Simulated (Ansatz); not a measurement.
# Molecular dynamics, with input and output: CH5AlO2S (part 1 of 2)

System: CH5AlO2S, SMILES C[O][Al]([OH])[SH].
Method: RKS revPBE-d4/6-31G* (Ansatz 0.2.0).

The geometry comes from this level: PBE0-D4/def2-TZVP.

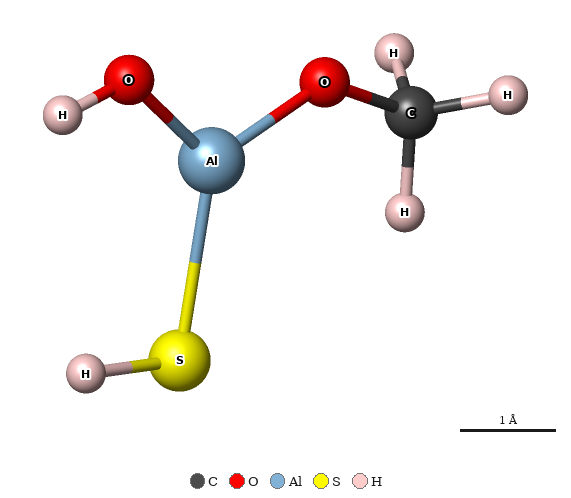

*The input geometry (ball-and-stick view, seen at a tilt). Sticks mark near contacts.*

### Input
```yaml
crystal:
  periodic: [false, false, false]
  atoms:
    - {symbol: C, position_ang: [-0.566403, 0.650992, 1.788817]}
    - {symbol: O, position_ang: [-0.293866, -0.412154, 0.924348]}
    - {symbol: Al, position_ang: [0.218271, -0.557820, -0.661634]}
    - {symbol: O, position_ang: [0.405007, -2.112442, -1.284877]}
    - {symbol: S, position_ang: [0.605409, 1.265941, -1.797439]}
    - {symbol: H, position_ang: [0.064983, 0.579785, 2.680291]}
    - {symbol: H, position_ang: [-0.389167, 1.630017, 1.325902]}
    - {symbol: H, position_ang: [-1.612133, 0.614226, 2.110691]}
    - {symbol: H, position_ang: [0.690345, -2.310630, -2.173590]}
    - {symbol: H, position_ang: [0.960555, 0.600986, -2.909611]}
basis:
  gaussian: {orbitals: "6-31G*"}
hamiltonian: {xc: {name: revPBE}, dispersion: d4}
md: {timestep: 1 fs, n_steps: 20, ensemble: nvt_langevin, temperature: 700, initial_velocities: maxwell_boltzmann, friction: 0.01, seed: 616}
```

Launched with:
```bash
ansatz run in.yaml --threads 4 --pin off --events-out ev --progress --plain --max-ram 10444MiB
```

### The program's output
```
Functional definition: revPBE
  name "revPBE"
  cite "Zhang & Yang, Phys. Rev. Lett. 80, 890 (1998) doi:10.1103/PhysRevLett.80.890"
  cite "Perdew, Burke & Ernzerhof, Phys. Rev. Lett. 77, 3865 (1996) doi:10.1103/PhysRevLett.77.3865"
  parameter kappa = 1.245
  parameter beta = 0.06672455060314922
  exchange = pbe_x(kappa = kappa, mu = beta*pi^2/3)
  correlation = pbe_c(beta = beta)
1079 factors; their error is unknown
mean field evaluation 1: about -22629.7299 eV, gradient 8.1e1 eV
mean field evaluation 2: about -22566.7188 eV, gradient 1.9e2 eV
mean field evaluation 4: about -22641.6172 eV, gradient 1.3e1 eV
mean field evaluation 8: about -22642.0753 eV, gradient 7.2e-2 eV
mean field evaluation 16: about -22642.0232 eV, gradient 4.3e-5 eV
mean field -22642.02319296 eV, -832.0790050269 hartree, gradient 4.3e-5 eV, S^2 0.000000; 0 other end points of the search recorded, 0 dependent functions left out
the calculation of the forces begins
reference -22642.02324383 eV, -832.0790068963 hartree; 28, 28 occupied and 65, 65 virtual orbitals, 1079 factors
md step     0: t =     0.00 fs  T =   630.0 K  F+E_penalty+E_count = -22642.58644060 eV  E_kin = 0.814338 eV  (28 SCF iters)
these checks for a lower state are left out or cut short: starts, cluster_reference, orbital_swaps, neighbouring_geometries, increment
1079 factors; their error is unknown
mean field -22641.99603397 eV, -832.0780069522 hartree, gradient 1.4e-5 eV, S^2 0.000000; 0 other end points of the search recorded, 0 dependent functions left out
[... from here on the field's lines of each further geometry are left out, up to the last ...]
md step     1: t =     1.00 fs  T =   573.4 K  F+E_penalty+E_count = -22642.55933549 eV  E_kin = 0.741144 eV  (30 SCF iters, 5 dispersion substeps)
md step     2: t =     2.00 fs  T =   544.4 K  F+E_penalty+E_count = -22642.48666161 eV  E_kin = 0.703672 eV  (30 SCF iters, 5 dispersion substeps)
md step     3: t =     3.00 fs  T =   494.9 K  F+E_penalty+E_count = -22642.43425881 eV  E_kin = 0.639717 eV  (30 SCF iters, 5 dispersion substeps)
md step     4: t =     4.00 fs  T =   447.5 K  F+E_penalty+E_count = -22642.42076656 eV  E_kin = 0.578448 eV  (30 SCF iters, 5 dispersion substeps)
md step     5: t =     5.00 fs  T =   430.5 K  F+E_penalty+E_count = -22642.40931504 eV  E_kin = 0.556440 eV  (30 SCF iters, 5 dispersion substeps)
md step     6: t =     6.00 fs  T =   408.6 K  F+E_penalty+E_count = -22642.36589065 eV  E_kin = 0.528148 eV  (30 SCF iters, 5 dispersion substeps)
md step     7: t =     7.00 fs  T =   387.6 K  F+E_penalty+E_count = -22642.30811139 eV  E_kin = 0.500998 eV  (30 SCF iters, 5 dispersion substeps)
md step     8: t =     8.00 fs  T =   396.2 K  F+E_penalty+E_count = -22642.29523316 eV  E_kin = 0.512184 eV  (30 SCF iters, 5 dispersion substeps)
md step     9: t =     9.00 fs  T =   427.4 K  F+E_penalty+E_count = -22642.32756489 eV  E_kin = 0.552479 eV  (30 SCF iters, 5 dispersion substeps)
md step    10: t =    10.00 fs  T =   476.1 K  F+E_penalty+E_count = -22642.35662936 eV  E_kin = 0.615387 eV  (30 SCF iters, 5 dispersion substeps)
md step    11: t =    11.00 fs  T =   456.5 K  F+E_penalty+E_count = -22642.34911586 eV  E_kin = 0.590134 eV  (30 SCF iters, 5 dispersion substeps)
md step    12: t =    12.00 fs  T =   438.6 K  F+E_penalty+E_count = -22642.30414700 eV  E_kin = 0.566956 eV  (30 SCF iters, 5 dispersion substeps)
md step    13: t =    13.00 fs  T =   359.8 K  F+E_penalty+E_count = -22642.25276570 eV  E_kin = 0.465096 eV  (30 SCF iters, 5 dispersion substeps)
md step    14: t =    14.00 fs  T =   328.0 K  F+E_penalty+E_count = -22642.22755420 eV  E_kin = 0.424013 eV  (30 SCF iters, 5 dispersion substeps)
md step    15: t =    15.00 fs  T =   294.9 K  F+E_penalty+E_count = -22642.21050486 eV  E_kin = 0.381210 eV  (30 SCF iters, 5 dispersion substeps)
md step    16: t =    16.00 fs  T =   279.8 K  F+E_penalty+E_count = -22642.18606756 eV  E_kin = 0.361723 eV  (30 SCF iters, 5 dispersion substeps)
md step    17: t =    17.00 fs  T =   256.8 K  F+E_penalty+E_count = -22642.17764286 eV  E_kin = 0.331880 eV  (30 SCF iters, 5 dispersion substeps)
md step    18: t =    18.00 fs  T =   294.7 K  F+E_penalty+E_count = -22642.19085967 eV  E_kin = 0.380915 eV  (30 SCF iters, 5 dispersion substeps)
md step    19: t =    19.00 fs  T =   347.4 K  F+E_penalty+E_count = -22642.22064189 eV  E_kin = 0.449096 eV  (30 SCF iters, 5 dispersion substeps)
the calculation of the forces begins
reference -22641.71828455 eV, -832.0677998495 hartree; 28, 28 occupied and 65, 65 virtual orbitals, 1079 factors
1079 factors; their error is unknown
mean field evaluation 192: about -22641.7182 eV, gradient 3.4e-2 eV
mean field -22641.71823304 eV, -832.0677979565 hartree, gradient 1.9e-5 eV, S^2 0.000000; 1 other end points of the search recorded, 0 dependent functions left out
the calculation of the forces begins
reference -22641.71828455 eV, -832.0677998495 hartree; 28, 28 occupied and 65, 65 virtual orbitals, 1079 factors
md step    20: t =    20.00 fs  T =   388.7 K  F+E_penalty+E_count = -22642.26698509 eV  E_kin = 0.502458 eV  (30 SCF iters, 5 dispersion substeps)
```

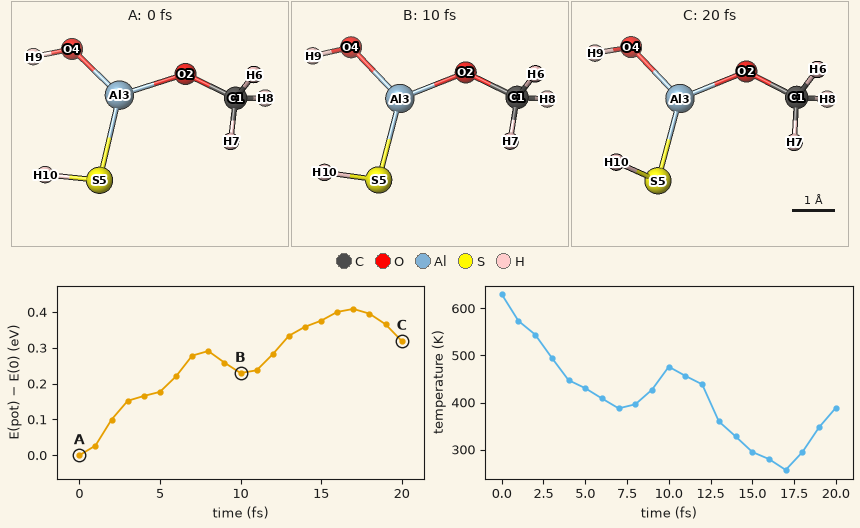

*Frames of the molecular dynamics (ball-and-stick, seen at a tilt) above the curves, on which the letters mark them.*

The trajectory kept here has 21 frames over 20 fs. The temperature starts at 630 K, ranges from 257 to 630 K and averages 356 K over the second half. The potential energy ends 0.319 eV above its first value. After an unweighted best fit of the last frame on the first, the root-mean-square displacement is 0.29 Å, and H10 has moved furthest (0.59 Å).

```
Total energy: -22642.26703660 eV, -832.0879661153 hartree
Atom 0 at    -0.551126     0.611994     1.865641 Å, force    -1.487950     0.246295     0.825225 eV/Å
Atom 1 at    -0.292726    -0.485335     0.991761 Å, force     0.004400     0.637588    -0.221383 eV/Å
Atom 2 at     0.186356    -0.477280    -0.668964 Å, force    -0.140623    -2.707294     0.650737 eV/Å
Atom 3 at     0.390129    -2.162380    -1.294538 Å, force     0.652895     1.493270    -0.029620 eV/Å
Atom 4 at     0.524186     1.274134    -1.819320 Å, force     0.698067     1.092587    -0.796569 eV/Å
Atom 5 at     0.032051     0.453779     2.816546 Å, force    -0.123185     0.357692    -0.636994 eV/Å
Atom 6 at    -0.407775     1.668487     1.448711 Å, force     0.275130    -1.090263     0.212400 eV/Å
Atom 7 at    -1.665942     0.577603     2.189693 Å, force     1.263064     0.007045    -0.409103 eV/Å
Atom 8 at     1.137907    -2.166112    -1.951515 Å, force    -0.669161    -0.169718     0.351525 eV/Å
Atom 9 at     1.780968     0.842266    -2.204631 Å, force    -0.472635     0.132798     0.053782 eV/Å
Dipole moment:     0.332622     0.264523    -0.108762 e Å
```

### Trajectory as extended XYZ (Å, eV, eV/Å), 21 frames, from step=0 to step=20
```
10
Properties=species:S:1:pos:R:3:forces:R:3 step=0 time_fs=0.0 energy=-22642.58644 temperature=630.0
C    -0.5664    0.6510    1.7888   -0.0244   0.2565   0.0867
O    -0.2939   -0.4122    0.9243   -0.1759  -0.5625   0.5263
Al    0.2183   -0.5578   -0.6616    0.1275   0.5065  -0.3753
O     0.4050   -2.1124   -1.2849   -0.1566  -0.7756   0.4602
S     0.6054    1.2659   -1.7974   -0.0401   0.5400   0.1382
H     0.0650    0.5798    2.6803    0.2284  -0.0156   0.3429
H    -0.3892    1.6300    1.3259    0.0510   0.3757  -0.1266
H    -1.6121    0.6142    2.1107   -0.3914  -0.0035   0.1341
H     0.6903   -2.3106   -2.1736    0.2533  -0.1455  -0.7876
H     0.9606    0.6010   -2.9096    0.1282  -0.1760  -0.3989
10
Properties=species:S:1:pos:R:3:forces:R:3 step=1 time_fs=1.0 energy=-22642.55934 temperature=573.4
C    -0.5681    0.6475    1.7991   -0.1556   0.3375  -1.0412
O    -0.2938   -0.4141    0.9279   -0.0843  -0.6791   0.4449
Al    0.2171   -0.5488   -0.6652    0.0996   0.0780  -0.2481
O     0.4069   -2.1175   -1.2842    0.2150  -0.7930  -0.5920
S     0.6008    1.2633   -1.7990    0.0660   0.5643  -0.1866
H     0.0656    0.6125    2.6548    0.7660  -0.2839   1.2701
H    -0.3588    1.6094    1.3217   -0.1844   0.5735  -0.1680
H    -1.6089    0.6024    2.1056   -0.6073   0.1101   0.2689
H     0.7417   -2.3073   -2.1852   -0.1545   0.1423   0.3843
H     1.0191    0.6073   -2.9083    0.0393  -0.0497  -0.1322
10
Properties=species:S:1:pos:R:3:forces:R:3 step=2 time_fs=2.0 energy=-22642.48666 temperature=544.4
C    -0.5705    0.6445    1.8094    0.0683   0.3978  -1.7523
O    -0.2942   -0.4174    0.9323   -0.0094  -0.7392   0.3676
Al    0.2161   -0.5394   -0.6686    0.0699  -0.3530  -0.1002
O     0.4078   -2.1228   -1.2833    0.5567  -0.7058  -1.3064
S     0.5964    1.2611   -1.8005    0.2238   0.5644  -0.5696
H     0.0741    0.6371    2.6437    0.9689  -0.4454   1.7021
H    -0.3311    1.5933    1.3172   -0.4163   0.6379  -0.1382
H    -1.6060    0.5893    2.1023   -0.8295   0.2185   0.4029
H     0.7909   -2.3014   -2.1915   -0.5304   0.3193   1.2046
H     1.0773    0.6130   -2.9080   -0.1021   0.1056   0.1896
10
Properties=species:S:1:pos:R:3:forces:R:3 step=3 time_fs=3.0 energy=-22642.43426 temperature=494.9
C    -0.5734    0.6415    1.8194    0.6354   0.5378  -1.9447
O    -0.2943   -0.4224    0.9373    0.0216  -0.7194   0.3302
Al    0.2149   -0.5294   -0.6718    0.0399  -0.8038   0.0533
O     0.4080   -2.1277   -1.2830    0.7216  -0.4723  -1.4825
S     0.5917    1.2592   -1.8017    0.4166   0.5779  -0.9621
H     0.0882    0.6535    2.6489    0.7498  -0.5396   1.5415
H    -0.3052    1.5842    1.3119   -0.6519   0.5036   0.0047
H    -1.6063    0.5791    2.1043   -0.9280   0.3042   0.4685
H     0.8326   -2.2925   -2.1858   -0.7254   0.3552   1.4731
H     1.1332    0.6208   -2.9089   -0.2796   0.2563   0.5180
10
Properties=species:S:1:pos:R:3:forces:R:3 step=4 time_fs=4.0 energy=-22642.42077 temperature=447.5
C    -0.5760    0.6388    1.8260    1.2526   0.6860  -1.5380
O    -0.2951   -0.4279    0.9411    0.0033  -0.6387   0.3427
Al    0.2134   -0.5193   -0.6746    0.0227  -1.2761   0.1615
O     0.4082   -2.1323   -1.2843    0.6556  -0.1188  -1.1605
S     0.5870    1.2576   -1.8025    0.5988   0.6448  -1.2801
H     0.1097    0.6629    2.6672    0.1567  -0.5954   0.8710
H    -0.2843    1.5809    1.3063   -0.8560   0.2875   0.1875
H    -1.6133    0.5723    2.1147   -0.7005   0.3712   0.4097
H     0.8663   -2.2817   -2.1671   -0.6854   0.2834   1.2363
H     1.1854    0.6327   -2.9072   -0.4477   0.3560   0.7699
10
Properties=species:S:1:pos:R:3:forces:R:3 step=5 time_fs=5.0 energy=-22642.40932 temperature=430.5
C    -0.5776    0.6361    1.8301    1.6023   0.7099  -0.8227
O    -0.2969   -0.4337    0.9429   -0.0399  -0.4885   0.4097
Al    0.2126   -0.5099   -0.6770    0.0144  -1.7463   0.2209
O     0.4081   -2.1377   -1.2875    0.2866   0.3372  -0.3339
S     0.5826    1.2560   -1.8033    0.7102   0.7904  -1.4380
H     0.1341    0.6667    2.6934   -0.5231  -0.6361   0.0658
H    -0.2723    1.5803    1.3073   -0.9712   0.1335   0.2894
H    -1.6265    0.5670    2.1293   -0.2004   0.4176   0.2626
H     0.8916   -2.2685   -2.1371   -0.3341   0.1165   0.4851
H     1.2317    0.6497   -2.8973   -0.5448   0.3658   0.8612
10
Properties=species:S:1:pos:R:3:forces:R:3 step=6 time_fs=6.0 energy=-22642.36589 temperature=408.6
C    -0.5776    0.6339    1.8331    1.5568   0.6026  -0.1363
O    -0.2985   -0.4392    0.9435   -0.1003  -0.2896   0.5119
Al    0.2120   -0.5015   -0.6787    0.0086  -2.1576   0.2494
O     0.4075   -2.1433   -1.2913   -0.3430   0.8015   0.7966
S     0.5779    1.2547   -1.8049    0.7141   0.9982  -1.4050
H     0.1554    0.6627    2.7207   -1.0593  -0.6382  -0.5760
H    -0.2697    1.5815    1.3158   -0.9622   0.0697   0.2925
H    -1.6453    0.5694    2.1406    0.4309   0.4151   0.0905
H     0.9118   -2.2524   -2.1022    0.2900  -0.0871  -0.5892
H     1.2731    0.6698   -2.8743   -0.5356   0.2854   0.7655
```
